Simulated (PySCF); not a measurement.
# WOF4 (SMILES O=[W](F)(F)(F)F) at 6 levels

Wanted: a comparison of 6 runs (B2PLYP/def2-SVP, B3LYP/def2-SVP, BHLYP/def2-SVP, M06-2X/def2-SVP, M06-L/def2-SVP, PBE0/def2-SVP) of WOF4. The job is set up through a Python script.

Program for the calculation: PySCF 2.14.0.

2 further runs of the same task are left out: 2 set aside as unsound or not needed. Runs told in other sessions of the task aren't counted.

## 1. Starting point

The species is WOF4 (6 atoms), meant as a singlet with charge 0. SMILES: `O=[W](F)(F)(F)F`. The shape is that of a PBE0-D4/def2-TZVP optimisation.

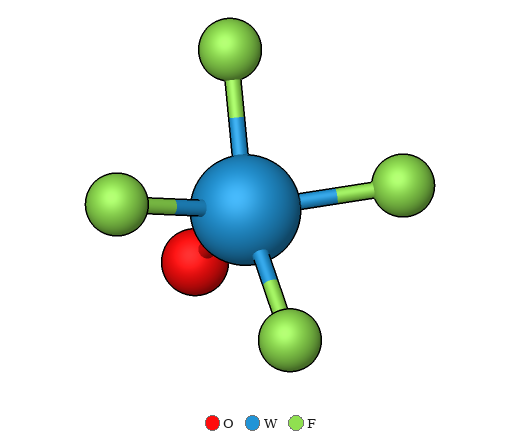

The structure, seen from a chosen angle (oxygen red, tungsten blue, fluorine green).

## 2. A single-point energy at B2PLYP/def2-SVP (core potential) (run 1)

File input.py:

```python
from pyscf import gto, dft, mp

system = gto.M(
    atom=[
    ('O', (-1.628740, -0.246930, -0.471180)),
    ('W', (-0.040770, -0.006180, -0.011790)),
    ('F', (-0.123740, 1.167320, 1.412930)),
    ('F', (0.534690, 1.440420, -1.006790)),
    ('F', (0.958650, -1.040750, -1.171390)),
    ('F', (0.299900, -1.313890, 1.248240)),
],
    ecp={'W': 'def2-svp'},
    spin=0,
    max_memory=1860,
    verbose=4,
    charge=0,
    basis='def2-svp',
)

myscf = dft.RKS(system)
myscf.xc = '0.53*HF + 0.47*B88, 0.73*LYP'
myscf.conv_tol = 1e-10
myscf.grids.level = 5
myscf.kernel()
if not myscf.converged:
    myscf = myscf.newton().run(myscf.mo_coeff, myscf.mo_occ)

pt = mp.MP2(myscf, frozen=5).run()
e_final = myscf.e_tot + 0.27 * pt.e_corr
print('PT2 part  %.8f' % (0.27 * pt.e_corr))
print('E = %.10f Eh' % e_final)
```

Started as:

```sh
$ OMP_NUM_THREADS=1 python input.py
```

Standard output:

```text
PySCF version 2.14.0

[... 80 lines left out ...]
converged SCF energy = -540.625773210654
[... 1 line left out ...]
******** <class 'pyscf.mp.mp2.RMP2'> ********
nocc = 24, nmo = 97
frozen orbitals 5
E(RMP2) = -542.272130221002  E_corr = -1.6463570103476
E(SCS-RMP2) = -542.16929744406  E_corr = -1.54352423340637
E_corr(same-spin) = -0.498581745012409
E_corr(oppo-spin) = -1.14777526533519
PT2 part  -0.44451639
E = -541.0702896034 Eh
```

Wall time 44 s (1 thread of Arm Neoverse V1, shared host); peak memory 0.53 GiB.

## 3. A single-point energy at B3LYP/def2-SVP (core potential) (run 2)

File input.xyz:

```xyz
6

O     -1.628740    -0.246930    -0.471180
W     -0.040770    -0.006180    -0.011790
F     -0.123740     1.167320     1.412930
F      0.534690     1.440420    -1.006790
F      0.958650    -1.040750    -1.171390
F      0.299900    -1.313890     1.248240
```

File calc.py:

```python
from pyscf import gto, dft

mol = gto.Mole()
mol.atom = 'input.xyz'
mol.verbose = 4
mol.basis = 'def2-svp'
mol.charge = 0
mol.max_memory = 1860
mol.ecp = {'W': 'def2-svp'}
mol.build()

myscf = dft.RKS(mol)
myscf.xc = 'b3lyp'
myscf.conv_tol = 1e-10
myscf.grids.level = 5
myscf.kernel()
if not myscf.converged:
    myscf = myscf.newton().run(myscf.mo_coeff, myscf.mo_occ)

energy = myscf.e_tot
print('E = %.10f Eh' % energy)
```

Started as:

```sh
$ OMP_NUM_THREADS=1 python calc.py
```

Standard output:

```text
PySCF version 2.14.0

[... 78 lines left out ...]
converged SCF energy = -541.592779012758
E = -541.5927790128 Eh
```

Run time: 30 s. Hardware: 1 thread of Arm Neoverse V1, shared host; peak memory 0.53 GiB.

Runs 3 to 5 aren't shown in full; the table further down has their settings and results.

## 4. A single-point energy at PBE0/def2-SVP (core potential) (run 6)

File start.xyz:

```xyz
6

O     -1.628740    -0.246930    -0.471180
W     -0.040770    -0.006180    -0.011790
F     -0.123740     1.167320     1.412930
F      0.534690     1.440420    -1.006790
F      0.958650    -1.040750    -1.171390
F      0.299900    -1.313890     1.248240
```

File job.py:

```python
from pyscf import gto, dft

mol = gto.Mole()
mol.atom = 'start.xyz'
mol.max_memory = 1860
mol.ecp = {'W': 'def2-svp'}
mol.basis = 'def2-svp'
mol.verbose = 3
mol.build()

myscf = dft.RKS(mol, xc='pbe0')
myscf.grids.level = 5
myscf.conv_tol = 1e-10
myscf.kernel()
if not myscf.converged:
    myscf = myscf.newton().run(myscf.mo_coeff, myscf.mo_occ)

e_final = myscf.e_tot
print('E = %.10f Eh' % e_final)
```

Started as:

```sh
$ OMP_NUM_THREADS=1 python job.py
```

Standard output:

```text
converged SCF energy = -541.099694610859
E = -541.0996946109 Eh
```

Run time: 34 s. Hardware: 1 thread of Arm Neoverse V1, shared host; peak memory 0.53 GiB.

## 5. All runs side by side

```tsv
run	level	frozen core orbitals	energy (Eh)	dipole moment (D)	HOMO energy (eV)	LUMO energy (eV)	wall time
1	B2PLYP/def2-SVP (core potential)	5	-541.070290	0.37	-13.43	-2.98	44 s
2	B3LYP/def2-SVP (core potential)	–	-541.592779	0.40	-11.33	-4.31	30 s
3	BHLYP/def2-SVP (core potential)	–	-541.219824	0.36	-13.47	-3.35	31 s
4	M06-2X/def2-SVP (core potential)	–	-541.261115	0.27	-13.47	-3.13	65 s
5	M06-L/def2-SVP (core potential)	–	-541.564683	0.41	-10.32	-4.86	71 s
6	PBE0/def2-SVP (core potential)	–	-541.099695	0.40	-11.69	-4.14	34 s
```

## 6. Summary of results

| quantity | value |
| --- | --- |
| run 6: total energy | -541.09969 Eh |
| run 6: dipole moment | 0.40 D |
| run 6: HOMO energy | -11.69 eV |
| run 6: LUMO energy | -4.14 eV |
| run 6: HOMO–LUMO gap | 7.55 eV |

The dipole moment (its size) runs from 0.27 D (M06-2X/def2-SVP) to 0.41 D (M06-L/def2-SVP). The HOMO–LUMO gap runs from 5.47 eV (M06-L/def2-SVP) to 10.45 eV (B2PLYP/def2-SVP). A double hybrid's value is that of its SCF part. Totals of different functionals can't be ranked against each other. All runs together took 4.6 min, the longest 71 s.
